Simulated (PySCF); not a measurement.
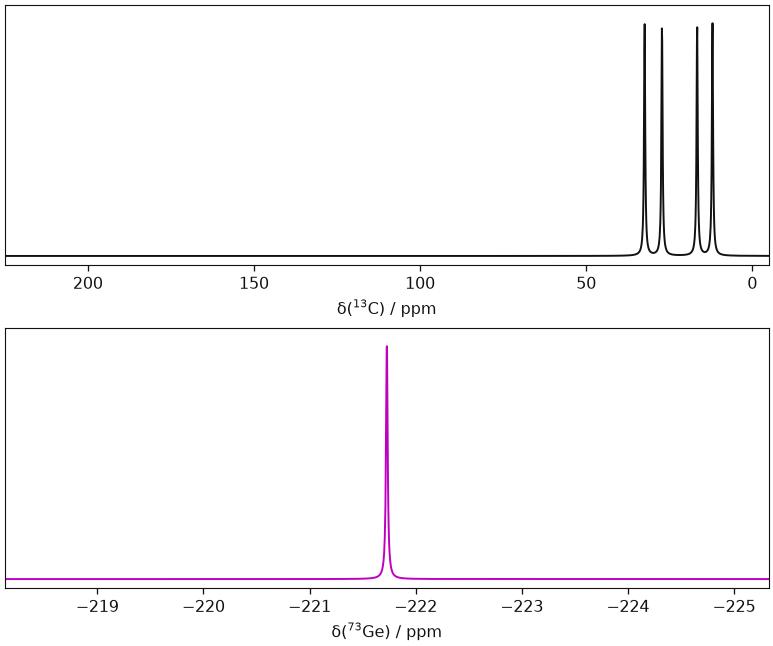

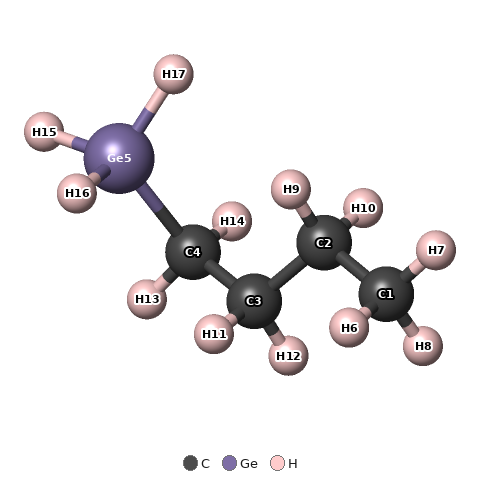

Spectrum and numbered structure of C₄H₁₂Ge, SMILES CCC[CH2][GeH3], singlet. GIAO shifts, PBE0/pcSseg-1, PySCF, at a PBE0-D3(BJ)/def2-SVP geometry (no frequency check), against TMS for ¹³C and GeMe₄ for ⁷³Ge computed at the same level. Gas phase, fully decoupled, line heights follow the number of nuclei, widths are arbitrary (no quadrupolar broadening); values of one conformer, averaged over nuclei that symmetry or rotation about single bonds exchange, these motions taken as fast; other conformers aren't averaged in.

Which atoms give which ¹³C line?

| δ (ppm) | nuclei | atoms |
| --- | --- | --- |
| 32.4 | 1 | C3 |
| 27.2 | 1 | C2 |
| 16.6 | 1 | C1 |
| 12.0 | 1 | C4 |

Where does the ⁷³Ge line lie?

At −221.7 ppm (Ge5).

Note: relativity, spin-orbit coupling included, is left out, which matters for Ge nuclei and their neighbours.
